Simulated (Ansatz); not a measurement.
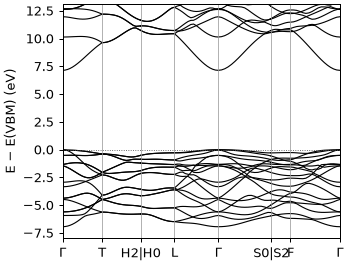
Figure. Band structure from plane-wave PAW r²SCAN (Ansatz code)

Question: Read off the gap and where the band edges lie.

Answer: About 7.1 eV (7.14 eV by a search for the band edges); maximum at Γ, minimum at Γ.

The material is Al2O3 (corundum, space group No. 167).

Space group R-3c (corundum). The r²SCAN relaxation kept the symmetry of its start.

Potentials: the later of the program's two PAW sets.
